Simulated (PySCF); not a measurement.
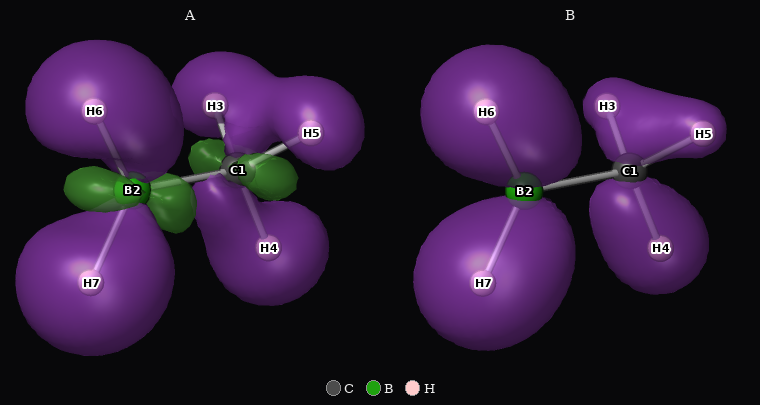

CH5B, SMILES `CB`. The Fukui function f⁻ from two separate SCF calculations and the density of the HOMO, at ±0.03 e/Å³ (purple positive, green negative).

Level of theory: PBE0/def2-TZVP (PySCF), at a geometry from GFN2-xTB. No frequency check shows the geometry to be a minimum.

### Which panel is which, and how good is the frozen-orbital picture?

A is f⁻ (it has negative regions), B the HOMO density. The HOMO lies on B2 (32 %), H7 (22 %) and H6 (20 %); f⁻ (Hirshfeld-condensed) is largest on B2 (0.22), H7 (0.22) and H6 (0.18); the vertical ionisation energy is 11.76 eV. Relaxation shifts 15 % of the electron between atoms. The orbital energy is −9.10 eV.
